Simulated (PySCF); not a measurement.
Input

```
{"job": {"kind": "uv", "xc": "B3LYP", "basis": "def2-SVPD", "ip": false, "nstates": 15}, "charge": -1, "multiplicity": 1}
Al     0.010126    -0.007880     0.000834
C     -0.002209    -0.023955     1.974494
N     -0.004498    -0.033483     3.136805
C      1.875191    -0.013581    -0.641860
N      2.974178    -0.015332    -1.019599
C     -0.900537     1.614847    -0.657296
N     -1.433170     2.570562    -1.049690
C     -0.920854    -1.608743    -0.681666
N     -1.465486    -2.551885    -1.087692
```

Launched as:

```sh
OMP_NUM_THREADS=1 python probes_run.py task.json out
```

Geometry: PBE0-D3(BJ)/def2-SVP.

Method: B3LYP/def2-SVPD, SCF density, gas phase in PySCF 2.14.0.

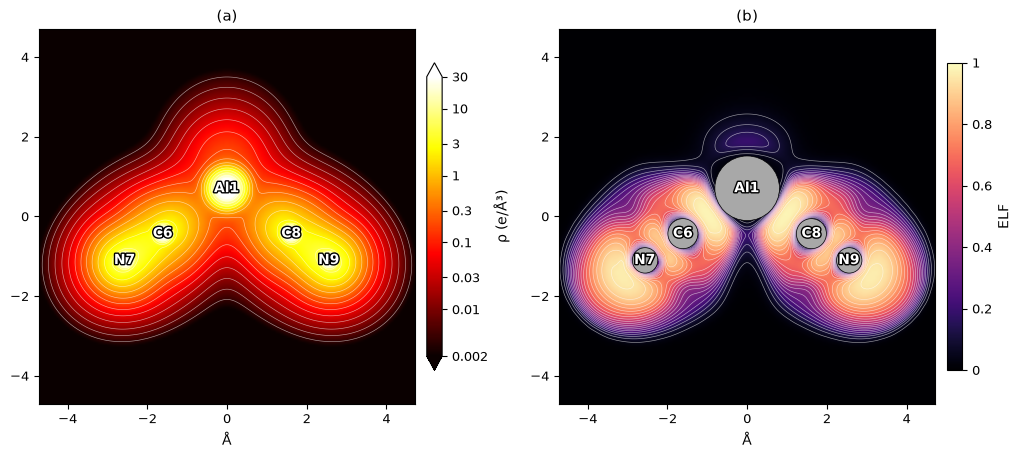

C4AlN4 (SMILES N#[C][Al-]([C]#N)([C]#N)[C]#N) (charge −1). (a) total electron density; (b) electron localisation function on the plane of atoms C6, Al1 and C8. Grey discs cover the atomic cores in the ELF map.

> What do the fields say about this system?

The plane passes through Al, C and N nuclei.
C–N (1.16 Å): the density is about 3.6 e/Å³ at the midpoint; the ELF peaks at about 0.90 between the atoms (a short, multiple covalent bond).
C–Al (1.97 Å): the density is about 0.65 e/Å³ at the midpoint; the ELF peaks at about 1 between the atoms; a shared but strongly polarised pair.
The ELF also peaks beside N7 and N9, away from the bonds: lone-pair regions.
